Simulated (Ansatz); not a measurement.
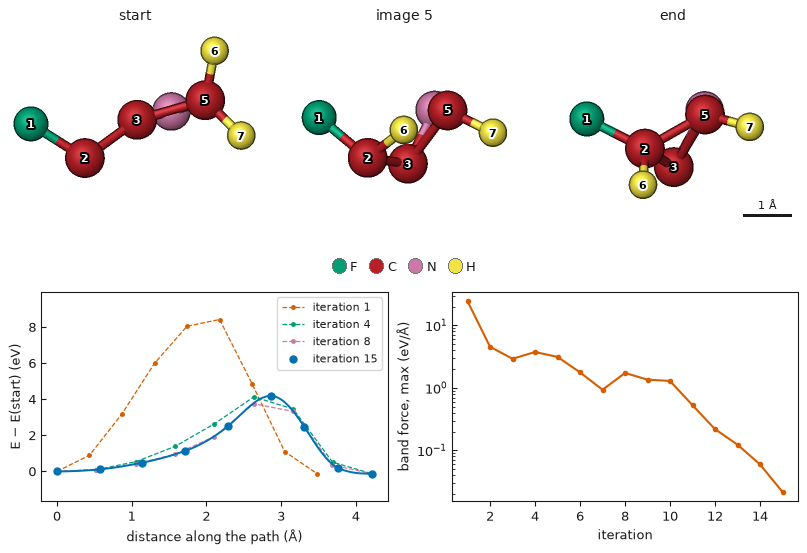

NEB run on C3H2FN. Images are numbered from 0 (start) to 8 (end). The plot follows the band through its iterations. Style: ball-and-stick. Shown from a free direction.

Computed with Ansatz 0.2.0, UKS B3LYP/STO-3G. Set-up: 7 movable images; climbing image; force threshold 0.03 eV/Å; iteration limit 60; starting path by straight interpolation.

**Did the band converge, and can the barrier be trusted?**

The run is converged, with reservations. The band converged in 15 iterations. The largest component of the band force went from 24 to 0.022 eV/Å. The climbing image converged on the top of the path. Its curvatures weren't checked. The straight starting path can push atoms close together and costs iterations. The first iteration put the highest image at 8.42 eV. The energy climbs by 4.19 eV to image 5 and then falls by 4.31 eV, so the end point sits at −0.13 eV.

Limits of the set-up: STO-3G is a minimal basis, so the numbers are rough.
